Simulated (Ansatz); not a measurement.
# AgO (F-43m): phonons and vibrational spectra

The cell of AgO (F-43m) is at rest. What are its phonons? After the zone centre comes a 4×4×4 q mesh on a 16×16×16 k mesh.

Calculated with Ansatz 0.2.0; DFT PBEsol, scalar-relativistic, plane waves, PAW; PAW set soft_1.

## Step 1: Starting point

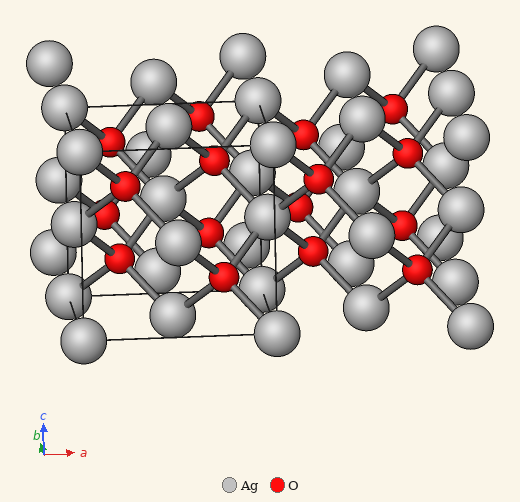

The starting structure, seen slightly off an axis (silver light grey, oxygen red). 2×2×1 cells are drawn. This picture shows the conventional cell, with its axes. Bonds to atoms that aren't drawn are left out. Some periodic images of atoms are drawn too.

## Step 2: Modes at Γ

The cell comes from relaxations at this level that are not shown. The zone centre comes first: it holds the modes that light can see, as far as symmetry allows. No field response is asked, since the mesh shows no gap.

input.yaml reads:

```yaml
crystal:
  lattice:
    - [0.0, 2.4749891092, 2.4749891092]
    - [2.4749891092, 0.0, 2.4749891092]
    - [2.4749891092, 2.4749891092, 0.0]
  atoms:
    - { symbol: Ag, position: [0.0, 0.0, 0.0] }
    - { symbol: O, position: [0.25, 0.25, 0.25] }
kpoints:
  mp_grid: { grid: [16, 16, 16] }
hamiltonian:
  xc: pbesol
  pseudopotentials: { kind: paw, azcp: { folder: soft_1 }, xc_functional: pbe }
scf:
  occupations: { method: methfessel_paxton, width: 0.2 }
output:
  eigenvalues: true
phonons:
  method: dfpt
```

Started as:

```bash
$ ansatz run input.yaml --threads 4 --pin off --max-ram 10240MiB --backend cpu --events-out ev --progress --plain --runs-dir out
```

Numbers of over 12 decimals in the logs are rounded to 6 here.

What it wrote:

```text
zone centre: on kpoints.mp_grid the ground state, and the responses unless they are solved on pairs of k-points, stand on 349 of the mesh's 4096 k-points, reduced under 8 symmetry operations, with k and −k counted as one. Each operation leaves every solved displacement unchanged or reverses it
Engine: ansatz 0.2.0, aarch64-unknown-linux-gnu
Pseudopotentials: kind: paw
Pseudopotential: Ag, paw, valence charge 19, recommended cutoff 420 eV (normal), soft_1/Ag.paw.azcp
Pseudopotential: O, paw, valence charge 6, recommended cutoff 420 eV (normal), soft_1/O.paw.azcp
Functional definition: PBEsol
  exchange = pbesol_x
  correlation = pbesol_c
Crystal: 2 atoms, lattice volume = 30.321 Å³
Basis set: ecut = 420 eV, 609 PW (Γ), exchange–correlation on 48×48×48 points (8 copies of the dense FFT grid, shifted against one another)
Bands: 17, of which v1, the nominal top of the filled ones, is band 13 counted from 1 (12 counted from 0)
Symmetry: 24 space group operations
k-points: 349 of 4096 (irreducible under 8 space group operations, time reversal used)
Non-local potential: Ag, projectors of the file, l = 0: 3, l = 1: 2, l = 2: 2, l = 3: 1
Non-local potential: O, projectors of the file, l = 0: 2, l = 1: 2, l = 2: 1
PAW form: soft (Blöchl's): semilocal exchange-correlation on the pseudo side does not see the compensation charge
PAW frozen core: Ag, regenerated for the run's functional, and the local potential with it (the file was generated under x = pbe(κ = 0.804, μ = 0.219515), c = pbe(β = 0.066725))
PAW frozen core: O, regenerated for the run's functional, and the local potential with it (the file was generated under x = pbe(κ = 0.804, μ = 0.219515), c = pbe(β = 0.066725))
PAW one-centre angular grid: Ag, 590 points (default); XC on 64 Gauss nodes
PAW one-centre angular grid: O, 110 points (default); XC on 64 Gauss nodes
Initial density: superposition of atomic densities (chi_scale 0.1, normalization cell, long waves kept (reshape's long-wave potential 0.00 eV rms))
Initial wavefunctions: pseudopotential atomic-orbital guess
Functional: x = pbesol(κ = 0.804, μ = 0.123457), c = pbesol(β = 0.046)
SCF iter   1: F=—  HF=-8080.273246 eV  |F-HF|=—  |Δ(HF+E_count)|=         —  Δρ=6.99e-2  dr2=1.04e0  ethr=3.10e-3  ⟨swp⟩=4.2  Hψ=25566  notcnv=0
preconditioner: auto → LDOS  [metal: Δε(μ)=0.012 eV  Ē_g=13.434 eV  σ=0.200 eV  W_gap=0.05  n_scr=14 (ndim 8)  ℏωp=27.8 eV  f_vac=0.043  D(μ)=2.24/eV (n_scr^D=26)  β→1.0]
SCF iter   2: F=—  HF=-8080.149710 eV  |F-HF|=—  |Δ(HF+E_count)|=   1.24e-1  S|Δr|=    0.00e0  Δρ=1.69e-2  dr2=1.13e-1  ethr=3.10e-3  ⟨swp⟩=2.4  Hψ=11343  notcnv=0
SCF iter   3: F=—  HF=-8080.140599 eV  |F-HF|=—  |Δ(HF+E_count)|=   9.11e-3  S|Δr|=    0.00e0  Δρ=1.30e-2  dr2=5.38e-2  ethr=4.50e-4  ⟨swp⟩=1.0  Hψ=5933  notcnv=0
SCF iter   4: F=—  HF=-8080.132027 eV  |F-HF|=—  |Δ(HF+E_count)|=   8.57e-3  S|Δr|=    0.00e0  Δρ=4.82e-3  dr2=7.09e-3  ethr=2.15e-4  ⟨swp⟩=1.0  Hψ=5937  notcnv=0
SCF iter   5: F=—  HF=-8080.130446 eV  |F-HF|=—  |Δ(HF+E_count)|=   1.58e-3  S|Δr|=    0.00e0  Δρ=1.32e-3  dr2=3.76e-4  ethr=2.84e-5  ⟨swp⟩=2.8  Hψ=9945  notcnv=0
SCF iter   6: F=—  HF=-8080.130387 eV  |F-HF|=—  |Δ(HF+E_count)|=   5.85e-5  S|Δr|=    0.00e0  Δρ=1.30e-4  dr2=2.52e-6  ethr=1.50e-6  ⟨swp⟩=2.5  Hψ=10679  notcnv=0
SCF iter   7: F=—  HF=-8080.130382 eV  |F-HF|=—  |Δ(HF+E_count)|=   4.73e-6  S|Δr|=    0.00e0  Δρ=1.89e-5  dr2=7.75e-8  ethr=1.01e-8  ⟨swp⟩=2.0  Hψ=8923  notcnv=0
SCF iter   8: F=—  HF=-8080.130382 eV  |F-HF|=—  |Δ(HF+E_count)|=   1.14e-8  S|Δr|=    0.00e0  Δρ=1.85e-6  dr2=1.03e-9  ethr=3.10e-10  ⟨swp⟩=2.0  Hψ=8650  notcnv=0
SCF iter   9: F=-8080.130382 eV  HF=-8080.130382 eV  |F-HF|=9.09e-13  |Δ(HF+E_count)|=  7.55e-11  S|Δr|=    0.00e0  Δρ=1.36e-7  dr2=3.65e-12  ethr=1.00e-12  ⟨swp⟩=4.0  Hψ=28966  notcnv=0
the search or the solves at the SCF's close seem to have found levels that the self-consistency loop had missed (the run counts 2). By its estimate they hold under 1e-12 electrons; where the run keeps them, the occupations were computed again with them
SCF 1 converged in 9 iterations: F = -8080.130382 eV  dr2 = 3.65e-12
  greatest PAW one-centre occupation: 1.001 electrons in one spin orbital (limit 2), on the Ag atom at site 0 (counted from 0), in its partial waves of l = 0
DFPT response loops at Γ: preconditioner auto → Kerker (q_TF=auto, 2.642 Å⁻¹) (partly filled bands, converged f_vac=0.081); β = 1.00, the filter's whole step (`scf.mixing.beta` (0.50) is not read by the response loops under this deck's `scf.mixing.preconditioner`; to damp them name `kerker` or `kerker_dos`, under which they read `scf.mixing.beta`, and type it under 1.00, their step now; both keys bind the ground state too); Broyden in place of MSR1
SCF converged after 9 iterations
Stability not checked: this state was not tested for a lower state beside it, because cold or Methfessel-Paxton smearing, or corrected tetrahedra, fill the levels in a way that the test cannot read (fill_not_monotonic; see scf.lower_state_search)
Free energy (F): -8080.130382 eV
Harris-Foulkes:  -8080.130382 eV  (|F-HF|=9.09e-13)
Internal energy: -8080.128520 eV  (E = F + TS)
E sigma→0 (E₀):  -8080.129917 eV
Entropy (-TS):   -0.001862 eV (-0.931 meV/atom)
Fermi energy:    9.496082 eV
--- Per-component energies (eV) ---
  E_band       = -351.871128
  E_kinetic    = 630.260958
  E_local      = -2990.459908  (includes V_loc(G=0)·N_el)
  E_nonlocal   = 88.149705
  E_hartree    = 1373.739162
  E_xc         = -226.088966
  E_vxc        = -288.054189  (∫ρ·V_xc dr)
  E_paw        = -4042.646945  (= ΣΔE_a)
  E_vpaw       = -539.247239  (= ΣTr[D̂ρ^β])
  E_aug_tail   = 0.001111  (compensation charges beyond the density's cutoff)
  E_ewald      = -2913.441665
  E_core_change = 0.358028  (= ΣΔE_core)
  E_smearing   = -0.001862  (= −TS)
  E_closure    = -0.000000  (closes the sum)
  Σ components = -8080.130382   (vs F -8080.130382, Δ=0.00e0)
--- Band table (eV; the first three rows and the last of 349) ---
  k-point 0: bands = [... 9 lower, 6.5158, 9.7789, 10.3181, 10.3181, 10.3181, 23.1411, 23.1411, 23.1411]
  k-point 1: bands = [... 9 lower, 6.5106, 9.7113, 10.2952, 10.2952, 10.4287, 22.6854, 23.1721, 23.1721]
  k-point 2: bands = [... 9 lower, 6.4995, 9.4803, 10.2263, 10.2263, 10.7775, 21.6542, 23.2455, 23.2455]
  k-point 348: bands = [... 9 lower, 7.1376, 7.1930, 7.2573, 8.8830, 16.9865, 18.0861, 19.3917, 19.9538]
--- Phonons (Γ-DFPT): 2 representative perturbations + reference, on 349 of 4096 k-points (Σ response iterations 7) ---
  k mesh reduced under 8 symmetry operations, with k and −k counted as one. Each operation leaves every solved displacement unchanged or reverses it
  ASR residual: 7.697e-5 → 0.000e0 eV/Å²; symmetrization residual: 3.270e-7 eV/Å²
  ASR residual per site (eV/Å²): 7.70e-5 2.32e-6
  Γ frequencies (cm⁻¹): 0.00 0.00 0.00 201.59 201.59 201.59
  non-analytic LO–TO correction: not included (Born effective charges unavailable; polar crystals: no LO–TO splitting at Γ)
```

Run time: 14 s. Hardware: 4 threads of Arm Neoverse V1, shared host; peak memory 0.7 GiB; 54 s of CPU time.

This step gave:

```yaml
volume_per_atom: 15.16 Å³
gap_on_the_k_mesh: 0 eV
sum_rule_residual_before_enforcement: 7.70e-5 eV/Å²
point_group: -43m
highest_optical_mode_at_the_zone_centre_no_lo_to_term: 201.6 cm⁻¹
lowest_optical_zone_centre_mode: 201.6 cm⁻¹
```

Patterns of degenerate modes are one choice out of their space. The modes at Γ (shares of kinetic energy by element, %):

| mode | frequency (cm⁻¹) | symmetry | Ag % | O % |
| --- | --- | --- | --- | --- |
| 1 | 0.0 | acoustic | 87 | 13 |
| 2 | 0.0 | acoustic | 87 | 13 |
| 3 | 0.0 | acoustic | 87 | 13 |
| 4 | 201.6 | T2 | 13 | 87 |
| 5 | 201.6 | T2 | 13 | 87 |
| 6 | 201.6 | T2 | 13 | 87 |

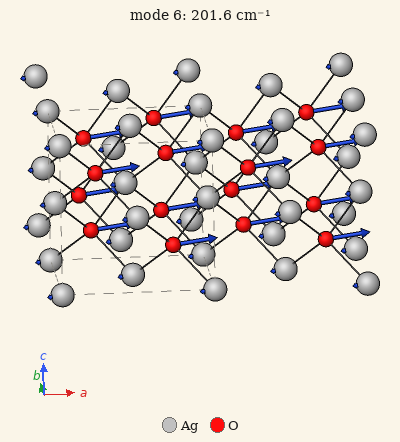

Displacement patterns of mode 6 at Γ; arrows are exaggerated. Bonds to atoms that aren't drawn are left out. 2×2×1 conventional cells are drawn. Some periodic images of atoms are drawn too.

Before it was imposed, the acoustic sum rule was missed by 7.7e-5 eV/Å². Small misses are needed for a sound result but don't prove that mesh and cutoff are converged. The lowest optical mode is real, 202 cm⁻¹.

## Step 3: Phonons on a q mesh

Stability and thermal properties need the whole zone. Linear response on a 4×4×4 q mesh gives force constants as far as a supercell of that size would.

input.yaml, as its differences from that of step 2:

```diff
@@ -19 +19,8 @@
   method: dfpt
+  qmesh: [4, 4, 4]
+  temperatures: { t_max: 1000, t_step: 50 }
+  qpath:
+    path:
+      - [[0.0, 0.0, 0.0], [-0.5, -0.5, 0.0], [-0.375, -0.375, 0.25]]
+      - [[-0.375, 0.0, 0.375], [0.0, 0.0, 0.0], [0.0, 0.0, 0.5], [-0.5, -0.25, 0.25], [-0.5, -0.5, 0.0]]
+    npoints: 10
```

What it wrote:

```text
[...]
Crystal: 2 atoms, lattice volume = 30.321 Å³
Basis set: ecut = 420 eV, 609 PW (Γ), exchange–correlation on 48×48×48 points (8 copies of the dense FFT grid, shifted against one another)
Bands: 17, of which v1, the nominal top of the filled ones, is band 13 counted from 1 (12 counted from 0)
Symmetry: 24 space group operations
k-points: 145 of 4096 (time reversal used)
[...]
SCF iter   1: F=—  HF=-8080.273243 eV  |F-HF|=—  |Δ(HF+E_count)|=         —  Δρ=6.99e-2  dr2=1.04e0  ethr=3.10e-3  ⟨swp⟩=4.3  Hψ=10632  notcnv=0
[...]
SCF iter   9: F=-8080.130382 eV  HF=-8080.130382 eV  |F-HF|=5.46e-12  |Δ(HF+E_count)|=  5.09e-11  S|Δr|=    0.00e0  Δρ=1.35e-7  dr2=3.57e-12  ethr=1.00e-12  ⟨swp⟩=4.0  Hψ=11995  notcnv=0
[...]
SCF 1 converged in 9 iterations: F = -8080.130382 eV  dr2 = 3.57e-12
[...]
phonons: the bands overlap, so this run is a metal and interpolates without the dipole-dipole term. If the crystal is really an insulator or semiconductor, its LO-TO splitting is missing
NSCF: frozen V_eff on 145 k-points
[...]
DFPT response loops at q = (0, 0, 0) (fractional): preconditioner auto → Kerker (q_TF=auto, 2.642 Å⁻¹) (partly filled bands, converged f_vac=0.081); β = 1.00, the filter's whole step (`scf.mixing.beta` (0.50) is not read by the response loops under this deck's `scf.mixing.preconditioner`; to damp them name `kerker` or `kerker_dos`, under which they read `scf.mixing.beta`, and type it under 1.00, their step now; both keys bind the ground state too); Broyden in place of MSR1
[...]
SCF converged after 9 iterations
[...]
Free energy (F): -8080.130382 eV
[...]
Internal energy: -8080.128520 eV  (E = F + TS)
E sigma→0 (E₀):  -8080.129917 eV
Entropy (-TS):   -0.001862 eV (-0.931 meV/atom)
Fermi energy:    9.496082 eV
[...]
--- Band table (eV; the first three rows and the last of 145) ---
  k-point 0: bands = [... 9 lower, 6.5158, 9.7789, 10.3181, 10.3181, 10.3181, 23.1411, 23.1411, 23.1411]
  k-point 1: bands = [... 9 lower, 6.5106, 9.7113, 10.2952, 10.2952, 10.4287, 22.6854, 23.1721, 23.1721]
  k-point 2: bands = [... 9 lower, 6.4995, 9.4803, 10.2263, 10.2263, 10.7775, 21.6542, 23.2455, 23.2455]
  k-point 144: bands = [... 9 lower, 7.1376, 7.1930, 7.2573, 8.8830, 16.9865, 18.0861, 19.3917, 19.9538]
--- Phonons (Γ-DFPT): 2 representative perturbations + reference (Σ response iterations 7) ---
  ASR residual: 7.662e-5 → 0.000e0 eV/Å²; symmetrization residual: 5.959e-7 eV/Å²
  ASR residual per site (eV/Å²): 7.66e-5 7.46e-7
  Γ frequencies (cm⁻¹): 0.00 0.00 0.00 201.59 201.59 201.59
--- Phonons (arbitrary-q DFPT): 8 irreducible q on the 4×4×4 mesh ---
  q = [0.0000, 0.0000, 0.0000] (star 1, of the zone-centre solve; hermiticity 5.72e-7, symmetrization 4.36e-12): -0.00 -0.00 0.00 201.59 201.59 201.59
  q = [0.0000, 0.0000, 0.2500] (star 8, 2 solved perturbations on 2176 of 4096 k-point pairs; hermiticity 9.72e-7, symmetrization 3.45e-9): -21.97 -21.97 91.79 260.78 261.32 261.32
[...]
q = [0.0000, 0.2500, 0.2500] (star 6, 4 solved perturbations in 3616 linear systems a pass and spin channel, the states on 1160 of 4096 k-point pairs; hermiticity 5.23e-7, symmetrization 2.08e-8): -30.73 -30.73 110.71 257.68 276.69 276.69
[...]
sum rule: each row above includes the acoustic sum rule's correction from the zone centre's row sums; it moved no ω² by more than (0.44 cm⁻¹)²
  mesh force constants: q→R imaginary residual 3.09e-18; ASR residual 7.662e-5 → 0.000e0 eV/Å²; symmetrization residual 3.553e-15 eV/Å²
  interpolated dispersion: 62 rows × 6 modes
  density of states and harmonic sums: on the 24×24×24 q-mesh, interpolated from the force constants of a 4×4×4 supercell (no non-analytic term)
  largest difference from the sums on the solved wave vectors: F 2.71e-2 eV, S 3.35e-5 and C_V 6.43e-6 eV/K
  zero-point energy: 0.063061 eV/cell   skipped modes (ω ≤ 0): 794, of them read as no rigid motion or as one in doubt: 791 (1.941e0 modes/cell left out, lowest -71.98 cm⁻¹)   left out of the sums: 3.24e-1 of the cell's modes: C_V's classical limit lies that fraction below 3 k_B per atom; for a crystal, a wire or a layer, F and S can be off by more, and a phonons.interpolated_qmesh denser along its periods is the remedy for the sampling
```

It took 7 min on 4 threads; peak memory 4.3 GiB.

Numbers from this step:

| Property | Result |
| --- | --- |
| sum-rule residual before enforcement | 7.66e-5 eV/Å² |
| lowest frequency on the path | -71.98 cm⁻¹ |
| highest frequency on the path or at a solved wavevector | 372.9 cm⁻¹ |
| lowest mode on the q mesh (acoustic modes at Γ apart) | -71.98 cm⁻¹ |

Frequencies (cm⁻¹) solved at each irreducible wavevector; negative means imaginary. Frequencies by wavevector, by row:

| q in reciprocal lattice units | star | mode 1 | mode 2 | mode 3 | mode 4 | mode 5 | mode 6 |
| --- | --- | --- | --- | --- | --- | --- | --- |
| 0 0 0 | 1 | 0 | 0 | 0 | 201.6 | 201.6 | 201.6 |
| 0 0 0.25 | 8 | -22 | -22 | 91.8 | 260.8 | 261.3 | 261.3 |
| 0 0 -0.5 | 4 | -37.5 | -37.5 | 133.3 | 292 | 292 | 372.9 |
| 0 0.25 0.25 | 6 | -30.7 | -30.7 | 110.7 | 257.7 | 276.7 | 276.7 |
| 0 0.25 -0.5 | 24 | -39.7 | -39.5 | 137.2 | 278.1 | 313.9 | 345.6 |
| 0 0.25 -0.25 | 12 | -57.6 | -31 | 127.9 | 266 | 283.8 | 326.7 |
| 0 -0.5 -0.5 | 3 | -54.3 | -54.3 | 146.9 | 235 | 338.5 | 338.5 |
| 0.25 -0.5 -0.25 | 6 | -72 | -32 | 140.8 | 284.1 | 315.3 | 346.3 |

Interpolated from a 4×4×4 q mesh. Phonon branches along the path, in cm⁻¹:

| point | branch 1 | branch 2 | branch 3 | branch 4 | branch 5 | branch 6 |
| --- | --- | --- | --- | --- | --- | --- |
| Γ | 0 | 0 | 0 | 202 | 202 | 202 |
| X | -54 | -54 | 147 | 235 | 338 | 338 |
| U | -53 | -46 | 144 | 274 | 324 | 345 |
| jump to K | -53 | -46 | 144 | 274 | 324 | 345 |
| Γ | 0 | 0 | 0 | 202 | 202 | 202 |
| L | -38 | -38 | 133 | 292 | 292 | 373 |
| W | -72 | -32 | 141 | 284 | 315 | 346 |
| X | -54 | -54 | 147 | 235 | 338 | 338 |

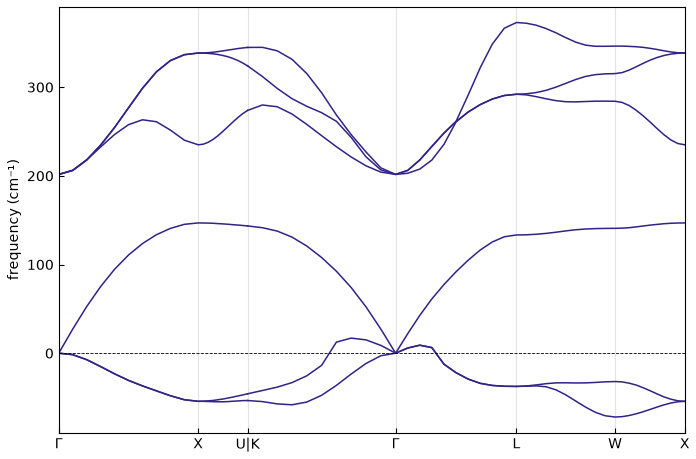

Phonon branches along the path.

The phonon density of states has structure finer than the step of the table below, so its rows give means over 20 cm⁻¹, whole bins alone (the curve runs from -72.5 to 372 cm⁻¹). Peaks (cm⁻¹: height): -32.5: 0.0765, 137.5: 0.0453, 282.5: 0.0601, 347.5: 0.0338.

Tetrahedra on a 24×24×24 mesh, mean over bins of 5 cm-1. Interpolated from a 4×4×4 q mesh. The phonon density of states by wavenumber; means over each step:

| wavenumber (cm⁻¹) | phonon density of states (1/cm⁻¹/cell) |
| --- | --- |
| -60 | 0.0203 |
| -40 | 0.0543 |
| -20 | 0.0199 |
| 0 | 0.00384 |
| 20 | 0.00113 |
| 40 | 3.3e-4 |
| 60 | 9.1e-4 |
| 80 | 0.00215 |
| 100 | 0.00484 |
| 120 | 0.0127 |
| 140 | 0.0287 |
| 160 | 2.1e-4 |
| 180 | 0 |
| 200 | 5.3e-4 |
| 220 | 0.00324 |
| 240 | 0.00762 |
| 260 | 0.0209 |
| 280 | 0.0412 |
| 300 | 0.0222 |
| 320 | 0.0206 |
| 340 | 0.0253 |
| 360 | 0.00817 |

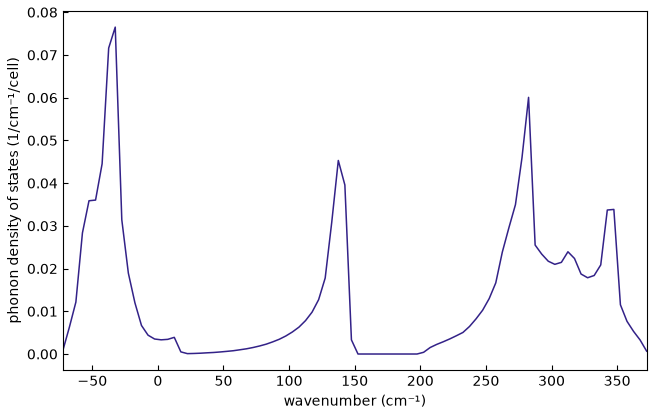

Phonon density of states against wavenumber.

(Part 1 of 2 ends here.)

[Logs are printed without paths, hosts, clocks, repeated set-up lines and the standing remarks that a program may print on its own settings, such as how far it seeks lower states.]

[Hosts, paths, dates, database ids (printed as entryN), source tags and the programs' standing remarks are cut or masked in the printed files.]
